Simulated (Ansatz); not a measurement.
# The perfect Ge wire along [110], 8 atoms a period, H-terminated

Aim: is the Ge wire along [110], 8 atoms a period, H-terminated a metal or a semiconductor?

Calculated with Ansatz 0.2.0; DFT PBE, plane waves, PAW; relaxation of a wire's period; PAW set soft_1, in the first sound run; inputs show where later runs differ.

**1. Set-up**

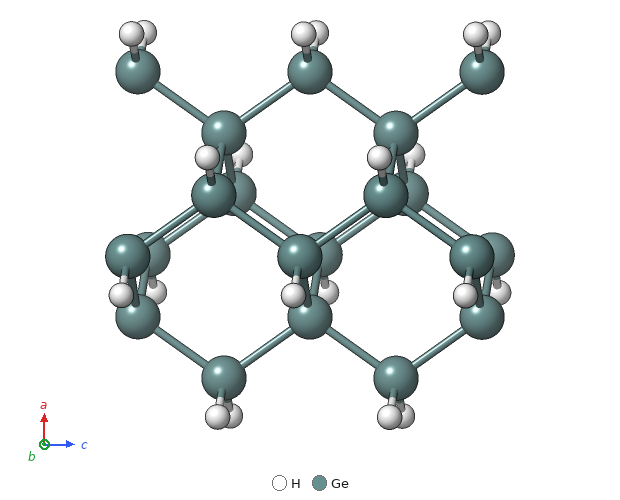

The cell as given, from the side, with the c axis across the page (hydrogen white, germanium teal). 1×1×2 cells are drawn. Some periodic images of atoms are drawn too.

The cell holds 16 atoms: 8 H and 8 Ge. Cell: a = 15.801 Å, b = 13.420 Å, c = 4.073 Å, α = 90.0°, β = 90.0°, γ = 90.0°. Vacuum lies along a and b. The structure's axis is c.

Structure file:

```cif
data_structure
_symmetry_space_group_name_H-M 'P 1'
_symmetry_Int_Tables_number 1
_cell_length_a 15.8010
_cell_length_b 13.4200
_cell_length_c 4.0729
_cell_angle_alpha 90.000
_cell_angle_beta 90.000
_cell_angle_gamma 90.000
_cell_volume 863.66
loop_
_atom_site_label
_atom_site_type_symbol
_atom_site_fract_x
_atom_site_fract_y
_atom_site_fract_z
_atom_site_occupancy
H1 H 0.39744 0.74668 0.00000 1
H2 H 0.39744 0.25335 0.00000 1
Ge3 Ge 0.45444 0.34827 0.00000 1
H4 H 0.21518 0.59493 0.50000 1
H5 H 0.21518 0.40510 0.50000 1
Ge6 Ge 0.27218 0.50002 0.50000 1
Ge7 Ge 0.54558 0.65176 0.50000 1
Ge8 Ge 0.54558 0.34827 0.50000 1
H9 H 0.60258 0.74668 0.50000 1
H10 H 0.60258 0.25335 0.50000 1
Ge11 Ge 0.63671 0.50002 0.50000 1
Ge12 Ge 0.36331 0.50002 0.00000 1
Ge13 Ge 0.45444 0.65176 0.00000 1
Ge14 Ge 0.72784 0.50002 0.00000 1
H15 H 0.78484 0.59493 0.00000 1
H16 H 0.78484 0.40510 0.00000 1
```

**2. Relaxation of atoms and period**

Band widths follow the bond lengths, so the wire is relaxed first. The atoms and the third cell vector are free; the box across stays fixed as vacuum. A Fermi-Dirac smearing is set since the result may be a metal. The pressure printed is a third of the stress's trace over the whole box, vacuum included; only the stress along the axis is relaxed.

Contents of input.yaml:

```yaml
crystal:
  lattice:
    - [15.801, 0.0, 0.0]
    - [0.0, 13.42, 0.0]
    - [0.0, 0.0, 4.0729350596]
  atoms:
    - { symbol: H, position: [0.3974432, 0.746676929, 0.0] }
    - { symbol: H, position: [0.3974432, 0.253353204, 0.0] }
    - { symbol: Ge, position: [0.454443796, 0.348266369, 0.0] }
    - { symbol: H, position: [0.215176255, 0.594928231, 0.5] }
    - { symbol: H, position: [0.215176255, 0.405101902, 0.5] }
    - { symbol: Ge, position: [0.272176851, 0.500015067, 0.5] }
    - { symbol: Ge, position: [0.545577269, 0.651763765, 0.5] }
    - { symbol: Ge, position: [0.545577269, 0.348266369, 0.5] }
    - { symbol: H, position: [0.602577865, 0.746676929, 0.5] }
    - { symbol: H, position: [0.602577865, 0.253353204, 0.5] }
    - { symbol: Ge, position: [0.636710741, 0.500015067, 0.5] }
    - { symbol: Ge, position: [0.363310323, 0.500015067, 0.0] }
    - { symbol: Ge, position: [0.454443796, 0.651763765, 0.0] }
    - { symbol: Ge, position: [0.727844214, 0.500015067, 0.0] }
    - { symbol: H, position: [0.78484481, 0.594928231, 0.0] }
    - { symbol: H, position: [0.78484481, 0.405101902, 0.0] }
kpoints:
  mp_grid: { grid: [1, 1, 20] }
scf:
  occupations: { method: fermi_dirac, width: 0.05 }
hamiltonian:
  xc: pbe
  pseudopotentials: { kind: paw, azcp: { folder: soft_1 } }
relax:
  cell: { fix: [a, b, alpha, beta, gamma] }
  max_steps: 45
  f_tol: 0.03
```

Command:

```console
$ ansatz run input.yaml --threads 4 --pin off --max-ram 16384MiB --backend cpu --events-out ev --progress --plain --runs-dir out
```

Numbers of over 12 decimals in the logs are rounded to 6 here.

The program printed:

```text
Engine: ansatz 0.2.0, aarch64-unknown-linux-gnu
Pseudopotentials: kind: paw
Pseudopotential: H, paw, valence charge 1, recommended cutoff 420 eV (normal), soft_1/H.paw.azcp
Pseudopotential: Ge, paw, valence charge 14, recommended cutoff 420 eV (normal), soft_1/Ge.paw.azcp
Functional definition: PBE
  parameter kappa = 0.804
  parameter beta = 0.066725
  exchange = pbe_x(kappa = kappa, mu = beta*pi^2/3)
  correlation = pbe_c(beta = beta)
Crystal: 16 atoms, lattice volume = 863.664 Å³
Basis set: ecut = 420 eV, 16929 PW (Γ), exchange–correlation on 216×180×60 points (8 copies of the dense FFT grid, shifted against one another)
Bands: 76, of which v1, the nominal top of the filled ones, is band 60 counted from 1 (59 counted from 0)
Symmetry: 8 space group operations
Space group: Pmma (ITA 51), of the structure as read, at distance tolerance 9.5e-5 Å
k-points: 11 of 20
Non-local potential: H, projectors of the file, l = 0: 2, l = 1: 1
Non-local potential: Ge, projectors of the file, l = 0: 2, l = 1: 2, l = 2: 3, l = 3: 1
PAW form: soft (Blöchl's): semilocal exchange-correlation on the pseudo side does not see the compensation charge
PAW one-centre angular grid: H, 110 points (default); XC on 64 Gauss nodes
PAW one-centre angular grid: Ge, 590 points (default); XC on 64 Gauss nodes
Initial density: superposition of atomic densities (neutral atoms: chi_scale 0, normalization atom)
Initial wavefunctions: pseudopotential atomic-orbital guess
Functional: x = pbe(κ = 0.804, μ = 0.219515), c = pbe(β = 0.066725)
SCF iter   1: F=—  HF=-34487.097801 eV  |F-HF|=—  |Δ(HF+E_count)|=         —  Δρ=3.11e-2  dr2=7.04e0  ethr=3.10e-3  ⟨swp⟩=7.3  Hψ=3519  notcnv=0  defer=8
preconditioner: auto → Resta (q_TF=auto, 1.963 Å⁻¹)  ε∞=1.7  [insulator: Δε(μ)=1.871 eV  Ē_g=9.384 eV  σ=0.050 eV  W_gap=1.00  n_scr=110 (ndim 8)  ℏωp=8.0 eV  f_vac=0.620  D(μ)=0.00/eV (n_scr^D=0)  ε∞_Penn≈1.7  vacuum switching on, ρ_ref=6.4e-3 e/Å³]
SCF iter   2: F=—  HF=-34485.500684 eV  |F-HF|=—  |Δ(HF+E_count)|=    1.60e0  Δρ=1.38e-2  dr2=1.62e0  ethr=3.10e-3  ⟨swp⟩=3.0  Hψ=1264  notcnv=0  defer=97
SCF iter   3: F=—  HF=-34485.138380 eV  |F-HF|=—  |Δ(HF+E_count)|=   3.62e-1  Δρ=2.89e-3  dr2=3.09e-1  ethr=1.35e-3  ⟨swp⟩=3.9  Hψ=1138  notcnv=0  defer=97
SCF iter   4: F=—  HF=-34485.077651 eV  |F-HF|=—  |Δ(HF+E_count)|=   6.07e-2  Δρ=1.14e-3  dr2=8.77e-3  ethr=2.57e-4  ⟨swp⟩=3.2  Hψ=1238  notcnv=0  defer=96
SCF iter   5: F=—  HF=-34485.080457 eV  |F-HF|=—  |Δ(HF+E_count)|=   2.81e-3  Δρ=3.20e-4  dr2=1.23e-3  ethr=7.31e-6  ⟨swp⟩=2.3  Hψ=1272  notcnv=0  defer=96
SCF iter   6: F=—  HF=-34485.080730 eV  |F-HF|=—  |Δ(HF+E_count)|=   2.73e-4  Δρ=8.25e-5  dr2=1.37e-4  ethr=1.02e-6  ⟨swp⟩=2.0  Hψ=1295  notcnv=0  defer=96
SCF iter   7: F=—  HF=-34485.080773 eV  |F-HF|=—  |Δ(HF+E_count)|=   4.24e-5  Δρ=2.60e-5  dr2=6.65e-6  ethr=1.14e-7  ⟨swp⟩=2.0  Hψ=1204  notcnv=0  defer=96
SCF iter   8: F=—  HF=-34485.080873 eV  |F-HF|=—  |Δ(HF+E_count)|=   9.98e-5  Δρ=1.22e-5  dr2=1.23e-6  ethr=5.54e-9  ⟨swp⟩=2.0  Hψ=1483  notcnv=0  defer=96
SCF iter   9: F=-34485.080874 eV  HF=-34485.080874 eV  |F-HF|=1.59e-7  |Δ(HF+E_count)|=   1.67e-6  Δρ=3.64e-6  dr2=9.68e-8  ethr=8.33e-11  ⟨swp⟩=3.5  Hψ=3373  notcnv=0
SCF 1 converged in 9 iterations: F = -34485.080874 eV  dr2 = 9.68e-8
  greatest PAW one-centre occupation: 0.998 electrons in one spin orbital (limit 2), on the Ge atom at site 13 (counted from 0), in its partial waves of l = 2
relax step   1: F+E_penalty+E_count = -34485.08087434 eV  Δ(F+E_penalty+E_count) = +0.000e0 eV  max|allowed force component| = 2.562e-1 eV/Å  Δτ_max = 0.0000 Å  P = -0.518 GPa  Ω = 863.664 Å³  fix = [a, b, alpha, beta, gamma]  reactions: a -0.552, b -0.609 GPa  (9 SCF iters, dr2 threshold 1.00e-7 eV, accepted)
Crystal: 16 atoms, lattice volume = 868.770 Å³
Basis set: ecut = 420 eV, 17005 PW (Γ), exchange–correlation on 216×180×60 points (8 copies of the dense FFT grid, shifted against one another)
Initial density: handed on by an earlier stage of this run
Initial wavefunctions: those handed on with the density
iter 1 solved again at ethr=1.38e-4 eV; its pass at ethr=3.10e-3 eV (dr2=1.65e-1 eV) is discarded
SCF iter   1: F=—  HF=-34485.146029 eV  |F-HF|=—  |Δ(HF+E_count)|=         —  Δρ=6.26e-3  dr2=1.73e-1  ethr=1.38e-4  ⟨swp⟩=3.2  Hψ=3534  notcnv=0
preconditioner: auto → Resta (q_TF=auto, 1.962 Å⁻¹)  ε∞=1.4  [insulator: Δε(μ)=1.988 eV  Ē_g=21.812 eV  σ=0.050 eV  W_gap=1.00  n_scr=110 (ndim 8)  ℏωp=13.8 eV  f_vac=0.678  D(μ)=0.00/eV (n_scr^D=0)  ε∞_Penn≈1.4  vacuum switching on, ρ_ref=3.5e-2 e/Å³]
SCF iter   2: F=—  HF=-34485.127634 eV  |F-HF|=—  |Δ(HF+E_count)|=   1.84e-2  Δρ=2.72e-3  dr2=3.66e-2  ethr=1.38e-4  ⟨swp⟩=3.8  Hψ=1317  notcnv=0
SCF iter   3: F=—  HF=-34485.128192 eV  |F-HF|=—  |Δ(HF+E_count)|=   5.58e-4  Δρ=1.25e-3  dr2=1.92e-2  ethr=3.05e-5  ⟨swp⟩=3.2  Hψ=1347  notcnv=0
SCF iter   4: F=—  HF=-34485.125194 eV  |F-HF|=—  |Δ(HF+E_count)|=   3.00e-3  Δρ=1.59e-4  dr2=3.03e-4  ethr=1.60e-5  ⟨swp⟩=2.5  Hψ=1129  notcnv=0  defer=3
SCF iter   5: F=—  HF=-34485.125328 eV  |F-HF|=—  |Δ(HF+E_count)|=   1.34e-4  Δρ=6.83e-5  dr2=5.35e-5  ethr=2.52e-7  ⟨swp⟩=2.0  Hψ=1513  notcnv=0  defer=5
SCF iter   6: F=—  HF=-34485.125327 eV  |F-HF|=—  |Δ(HF+E_count)|=   4.30e-7  Δρ=2.49e-5  dr2=3.41e-6  ethr=4.46e-8  ⟨swp⟩=3.0  Hψ=1411  notcnv=0  defer=5
SCF iter   7: F=-34485.125328 eV  HF=-34485.125328 eV  |F-HF|=3.61e-7  |Δ(HF+E_count)|=   9.97e-7  Δρ=7.32e-6  dr2=4.48e-7  ethr=1.33e-9  ⟨swp⟩=5.0  Hψ=2695  notcnv=0
SCF 2 converged in 7 iterations: F = -34485.125328 eV  dr2 = 4.48e-7
relax step   2: F+E_penalty+E_count = -34485.12532799 eV  Δ(F+E_penalty+E_count) = -4.445e-2 eV  max|allowed force component| = 2.232e-1 eV/Å  Δτ_max = 0.0975 Å  P = +0.051 GPa  Ω = 868.770 Å³  energy of the carried Pulay correction = -6.637e-4 eV  fix = [a, b, alpha, beta, gamma]  reactions: a +0.096, b +0.181 GPa  (7 SCF iters, dr2 threshold 1.60e-6 eV, accepted)
Crystal: 16 atoms, lattice volume = 863.085 Å³
Basis set: ecut = 420 eV, 16905 PW (Γ), exchange–correlation on 216×180×60 points (8 copies of the dense FFT grid, shifted against one another)
iter 1 solved again at ethr=2.02e-5 eV; its pass at ethr=3.10e-3 eV (dr2=2.43e-2 eV) is discarded
SCF iter   1: F=—  HF=-34485.152996 eV  |F-HF|=—  |Δ(HF+E_count)|=         —  Δρ=2.34e-3  dr2=2.47e-2  ethr=2.02e-5  ⟨swp⟩=3.5  Hψ=3880  notcnv=0
preconditioner: auto → Resta (q_TF=auto, 1.964 Å⁻¹)  ε∞=1.4  [insulator: Δε(μ)=1.991 eV  Ē_g=21.735 eV  σ=0.050 eV  W_gap=1.00  n_scr=110 (ndim 8)  ℏωp=13.8 eV  f_vac=0.671  D(μ)=0.00/eV (n_scr^D=0)  ε∞_Penn≈1.4  vacuum switching on, ρ_ref=3.4e-2 e/Å³]
SCF iter   2: F=—  HF=-34485.149606 eV  |F-HF|=—  |Δ(HF+E_count)|=   3.39e-3  Δρ=9.99e-4  dr2=5.18e-3  ethr=2.02e-5  ⟨swp⟩=2.0  Hψ=1027  notcnv=0
SCF iter   3: F=—  HF=-34485.149446 eV  |F-HF|=—  |Δ(HF+E_count)|=   1.60e-4  Δρ=4.70e-4  dr2=2.39e-3  ethr=4.31e-6  ⟨swp⟩=2.1  Hψ=1069  notcnv=0
SCF iter   4: F=—  HF=-34485.149077 eV  |F-HF|=—  |Δ(HF+E_count)|=   3.69e-4  Δρ=6.56e-5  dr2=4.60e-5  ethr=1.99e-6  ⟨swp⟩=2.0  Hψ=971  notcnv=0
SCF iter   5: F=—  HF=-34485.149152 eV  |F-HF|=—  |Δ(HF+E_count)|=   7.48e-5  Δρ=2.30e-5  dr2=9.37e-6  ethr=3.83e-8  ⟨swp⟩=2.1  Hψ=1497  notcnv=0
SCF iter   6: F=-34485.149151 eV  HF=-34485.149151 eV  |F-HF|=7.81e-8  |Δ(HF+E_count)|=   1.27e-6  Δρ=9.39e-6  dr2=3.93e-7  ethr=1.33e-9  ⟨swp⟩=3.0  Hψ=3166  notcnv=0
SCF 3 converged in 6 iterations: F = -34485.149151 eV  dr2 = 3.93e-7
relax step   3: F+E_penalty+E_count = -34485.14915081 eV  Δ(F+E_penalty+E_count) = -2.382e-2 eV  max|allowed force component| = 2.628e-2 eV/Å  Δτ_max = 0.0432 Å  P = -0.047 GPa  Ω = 863.085 Å³  energy of the carried Pulay correction = +7.541e-5 eV  fix = [a, b, alpha, beta, gamma]  reactions: a -0.017, b -0.043 GPa  (6 SCF iters, dr2 threshold 1.60e-6 eV, accepted)
[...]
relax step   4: F+E_penalty+E_count = -34485.15029340 eV  Δ(F+E_penalty+E_count) = -1.143e-3 eV  max|allowed force component| = 3.384e-3 eV/Å  Δτ_max = 0.0058 Å  P = -0.001 GPa  Ω = 860.813 Å³  energy of the carried Pulay correction = +3.722e-4 eV  fix = [a, b, alpha, beta, gamma]  reactions: a -0.001, b +0.004 GPa  (6 SCF iters, dr2 threshold 1.64e-8 eV, accepted)
Initial wavefunctions: pseudopotential atomic-orbital guess (no wavefunctions were taken with the density)
iter 1 solved again at ethr=2.28e-7 eV; its pass at ethr=3.10e-3 eV (dr2=2.74e-4 eV) is discarded
SCF iter   1: F=—  HF=-34485.149814 eV  |F-HF|=—  |Δ(HF+E_count)|=         —  Δρ=4.46e-6  dr2=3.02e-8  ethr=2.28e-7  ⟨swp⟩=4.1  Hψ=6287  notcnv=0
eigensolver tolerance schedule: the retry pair's looser diagonalisation over-reported the residual by 9052.03 of it (diagonalisation noise at 2.00 of the residual, at the tolerance the schedule requests for it); recorded, not acted on — ethr = c·dr2/N_el stays at c = 1.0e-1
preconditioner: auto → Resta (q_TF=auto, 1.965 Å⁻¹)  ε∞=1.4  [insulator: Δε(μ)=1.998 eV  Ē_g=21.743 eV  σ=0.050 eV  W_gap=1.00  n_scr=110 (ndim 8)  ℏωp=13.9 eV  f_vac=0.672  D(μ)=0.00/eV (n_scr^D=0)  ε∞_Penn≈1.4  vacuum switching on, ρ_ref=3.4e-2 e/Å³]
SCF iter   2: F=—  HF=-34485.149898 eV  |F-HF|=—  |Δ(HF+E_count)|=   8.40e-5  Δρ=2.26e-6  dr2=8.95e-9  ethr=2.52e-11  ⟨swp⟩=3.3  Hψ=1721  notcnv=0
SCF iter   3: F=—  HF=-34485.149898 eV  |F-HF|=—  |Δ(HF+E_count)|=   2.52e-8  Δρ=9.71e-7  dr2=1.87e-9  ethr=7.46e-12  ⟨swp⟩=2.0  Hψ=1461  notcnv=0
SCF iter   4: F=-34485.149898 eV  HF=-34485.149898 eV  |F-HF|=6.55e-11  |Δ(HF+E_count)|=   6.02e-9  Δρ=8.69e-8  dr2=1.15e-10  ethr=1.00e-12  ⟨swp⟩=4.0  Hψ=3301  notcnv=0
SCF 5 converged in 4 iterations: F = -34485.149898 eV  dr2 = 1.15e-10
relax step   5: F+E_penalty+E_count = -34485.14989837 eV  Δ(F+E_penalty+E_count) = +3.950e-4 eV  max|allowed force component| = 3.426e-3 eV/Å  Δτ_max = 0.0000 Å  P = -0.000 GPa  Ω = 860.813 Å³  fix = [a, b, alpha, beta, gamma]  reactions: a -0.000, b +0.003 GPa  stress off target by 4.38e-3 GPa on what of the cell is left free  SCF on the basis re-selected at this cell (its energy is not comparable with the rows above)  (4 SCF iters)
basis re-selected at this cell: Δ(F+E_penalty+E_count) = +3.950e-4 eV, ΔP = +0.000 GPa vs the last step (what re-selecting the basis moved, of the pressure what is left beyond the Pulay correction that the steps carried, after the strain that the cell walked since its last selection, with what the two solves' SCF thresholds leave and, on support functions, any second-order correction that the steps lacked; it is no m [...]
SCF converged after 4 iterations
Free energy (F): -34485.149898 eV
Harris-Foulkes:  -34485.149898 eV  (|F-HF|=6.55e-11)
Internal energy: -34485.149898 eV  (E = F + TS)
E sigma→0 (E₀):  -34485.149898 eV
Fermi energy:    -1.143978 eV
--- Per-component energies (eV) ---
  E_band       = -2351.694854
  E_kinetic    = 841.650342
  E_local      = -59139.506716  (includes V_loc(G=0)·N_el)
  E_nonlocal   = 1753.086779
  E_hartree    = 28574.952633
  E_xc         = -638.018844
  E_vxc        = -604.293614  (∫ρ·V_xc dr)
  E_paw        = -16119.602772  (= ΣΔE_a)
  E_vpaw       = -2352.529357  (= ΣTr[D̂ρ^β])
  E_aug_tail   = -0.007353  (compensation charges beyond the density's cutoff)
  E_ewald      = 10242.296033
  E_smearing   = -0.000000  (= −TS)
  E_closure    = 0.000000  (closes the sum)
  Σ components = -34485.149898   (vs F -34485.149898, Δ=0.00e0)
--- Forces (eV/Å), atoms counted from 1 ---
  atom   1  H      0.00048012     0.00024811     0.00000000
  atom   2  H      0.00048012    -0.00024811     0.00000000
  atom   3  Ge     0.00015224     0.00008526     0.00000000
  atom   4  H     -0.00158129     0.00011474    -0.00000000
  atom   5  H     -0.00158129    -0.00011474    -0.00000000
  atom   6  Ge     0.00342603     0.00000000     0.00000000
  atom   7  Ge    -0.00015224    -0.00008526    -0.00000000
  atom   8  Ge    -0.00015224     0.00008526    -0.00000000
  atom   9  H     -0.00048012     0.00024811    -0.00000000
  atom  10  H     -0.00048012    -0.00024811    -0.00000000
  atom  11  Ge    -0.00085426    -0.00000000    -0.00000000
  atom  12  Ge     0.00085426     0.00000000     0.00000000
  atom  13  Ge     0.00015224    -0.00008526     0.00000000
  atom  14  Ge    -0.00342603    -0.00000000    -0.00000000
  atom  15  H      0.00158129     0.00011474     0.00000000
  atom  16  H      0.00158129    -0.00011474     0.00000000
  max |Σ_I F_I| component: 6.51e-19 eV/Å
--- Stress (GPa, compression-positive) ---
       -0.000356      -0.000000      -0.000000
       -0.000000       0.003243       0.000000
       -0.000000       0.000000      -0.004378
  P = ⅓ Tr σ = -0.0005 GPa (-0.005 kbar)
--- Relaxed structure (4 steps of the walk, 4 accepted, 1 SCFs on fresh bases) ---
  F+E_penalty+E_count = -34485.14989837 eV   max|allowed force component| = 3.426e-3 eV/Å   (the final SCF, on the basis selected at the relaxed cell)
  cell:  # Å, volume = 860.8129 Å³
    - [15.801, 0, 0]
    - [0, 13.42, 0]
    - [0, 0, 4.059492]
  atoms:
    - { symbol: H, position: [0.399130, 0.742630, 0.0] }
    - { symbol: H, position: [0.399130, 0.257400, 0.0] }
    - { symbol: Ge, position: [0.455876, 0.352093, 0.0] }
    - { symbol: H, position: [0.217864, 0.593013, 0.5] }
    - { symbol: H, position: [0.217864, 0.407017, 0.5] }
    - { symbol: Ge, position: [0.275902, 0.500015, 0.5] }
    - { symbol: Ge, position: [0.544145, 0.647937, 0.5] }
    - { symbol: Ge, position: [0.544145, 0.352093, 0.5] }
    - { symbol: H, position: [0.600891, 0.742630, 0.5] }
    - { symbol: H, position: [0.600891, 0.257400, 0.5] }
    - { symbol: Ge, position: [0.636075, 0.500015, 0.5] }
    - { symbol: Ge, position: [0.363946, 0.500015, 0.0] }
    - { symbol: Ge, position: [0.455876, 0.647937, 0.0] }
    - { symbol: Ge, position: [0.724119, 0.500015, 0.0] }
    - { symbol: H, position: [0.782157, 0.593013, 0] }
    - { symbol: H, position: [0.782157, 0.407017, 0.0] }
```

It took 65 s on 4 threads of Arm Neoverse V1, shared host; peak memory 1.9 GiB; 4.2 min of CPU time.

Relaxation path:

| step | energy less that of the first step (eV) | largest force component (eV/Å) | pressure (GPa) | volume (Å³) |
| --- | --- | --- | --- | --- |
| 1 | 0.0000 | 0.2562 | -0.52 | 863.66 |
| 2 | -0.0445 | 0.2232 | 0.05 | 868.77 |
| 3 | -0.0683 | 0.0263 | -0.05 | 863.09 |
| 4 | -0.0694 | 0.0034 | 0.00 | 860.81 |
| 5* | -0.0690 | 0.0034 | 0.00 | 860.81 |

Relaxation steps marked * repeat the geometry before them on a plane-wave basis chosen anew for their cell, so energy and pressure can jump there.

The run keeps the 8 symmetry operations that it works with, so distortions that break them were not tested.

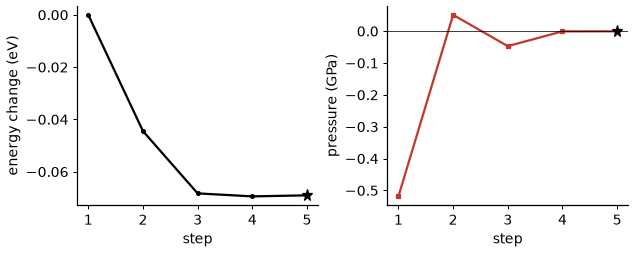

Energy and pressure along the relaxation. Stars mark steps on a basis chosen anew.

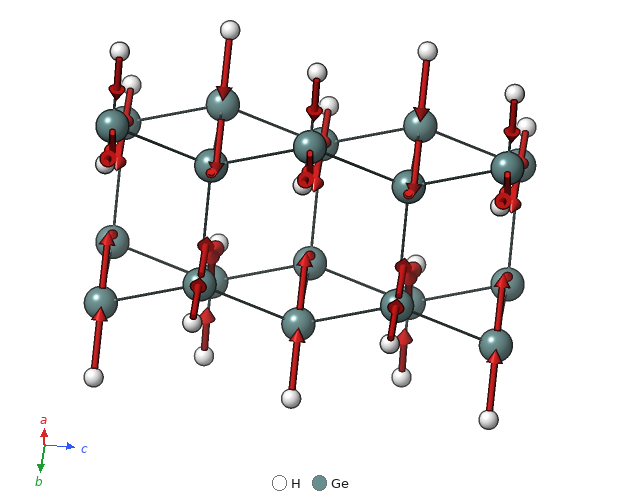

Displacements in the relaxation, exaggerated, measured against the changing cell; the longest in the cell stands for 0.06 Å. 1×1×2 cells are drawn. Some periodic images of atoms are drawn too.

| cell as run | before | after | change |
| --- | --- | --- | --- |
| c (Å) | 4.073 | 4.059 | -0.3 % |

The atoms that moved most (Å, along periodic axes as changes of fractional coordinates times the final cell, across vacuum about the mean position):

| atom | dx | dy | dz | length |
| --- | --- | --- | --- | --- |
| H10 | -0.027 | 0.054 | 0.000 | 0.060 |
| H2 | 0.027 | 0.054 | 0.000 | 0.060 |
| H9 | -0.027 | -0.054 | 0.000 | 0.060 |
| H1 | 0.027 | -0.054 | 0.000 | 0.060 |
| Ge14 | -0.059 | 0.000 | 0.000 | 0.059 |
| Ge6 | 0.059 | 0.000 | 0.000 | 0.059 |
| Ge7 | -0.023 | -0.051 | 0.000 | 0.056 |
| Ge13 | 0.023 | -0.051 | 0.000 | 0.056 |

This step gave:

```
cell length along the wire : 4.059 Å
```

The cell's length comes to 4.059 Å with spin left out.

(Continued in part 2 of 3.)

[Logs are printed without paths, hosts, clocks, repeated set-up lines and the standing remarks that a program may print on its own settings, such as how far it seeks lower states.]

[Hosts, paths, dates, database ids (printed as entryN), source tags and the programs' standing remarks are cut or masked in the printed files.]
